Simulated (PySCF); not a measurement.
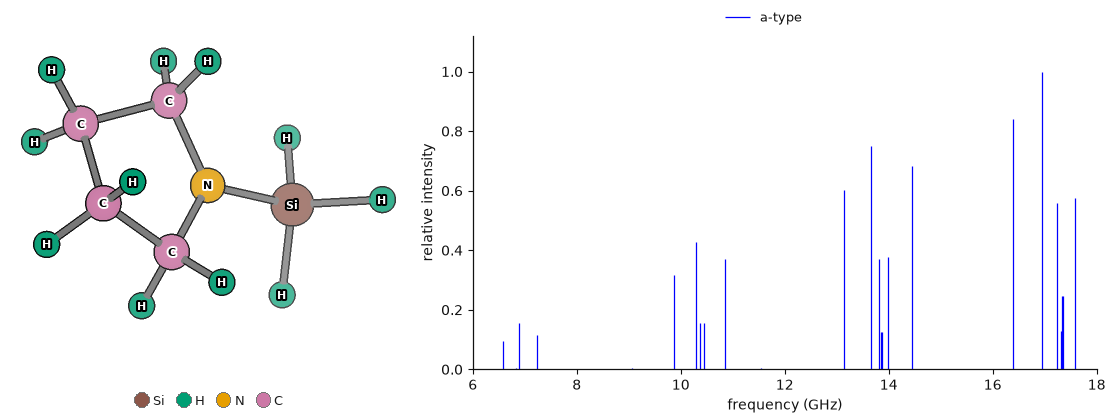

C₄H₁₁NSi. Simulated rotational absorption lines between 6 and 18 GHz at 2 K: rigid rotor with the equilibrium constants and dipole of one optimised conformer (PBE0-D3(BJ)/def2-SVP, PySCF), commonest isotopes; no centrifugal distortion, hyperfine structure, internal rotation or nuclear-spin weights; lines within 1 MHz of each other are summed. Lines of different type are drawn apart.

Question: What are the rotational constants, and what kind of rotor is it?

Answer: Rotational constants A, B, C = 6.326, 1.892, 1.564 GHz; Ray's κ = −0.86, an asymmetric top on the prolate side.

Question: Assign the strongest lines, as J(Ka,Kc).

Answer:
```
  GHz   upper   lower  type  relative intensity
16.95  5(0,5)  4(0,4)     a                1.00
16.39  5(1,5)  4(1,4)     a                0.84
13.65  4(0,4)  3(0,3)     a                0.75
14.44  4(1,3)  3(1,2)     a                0.68
```

Known limits of this run: coarse grid, loose stop and no frequency check, small forces are noise and the end may be a saddle.
